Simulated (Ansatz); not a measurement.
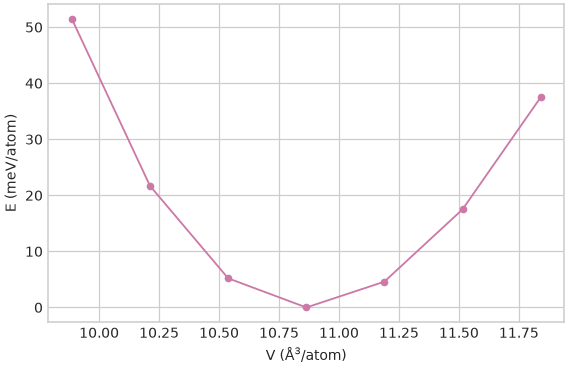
Figure: MnO in space group Pmmn (No. 59; Mn on 2b, O on 2a) under volume change, plane-wave PAW HSE06 (Ansatz code), shape and atoms relaxed at each volume.

Q: What does a third-order Birch–Murnaghan fit give for V₀, B₀ and B′?

A: V₀ = 10.86 Å³/atom, B₀ = 159 GPa, B′ = 4.1.

The first step of the workflow began from a Materials Project structure, measured or hypothetical; the Crystallography Open Database copy checked does not list it. It is not the phase usual at ambient conditions (space group No. 225). The cell was relaxed with HSE06 under the symmetry of its start, as lowered by the spin order; its stability against distortions is not shown here. Spin order of the final state: antiferromagnetic, the only order run, not a proven ground state. Other orbital occupations within this spin state were not tried.

Potentials: the later of the program's two PAW sets.
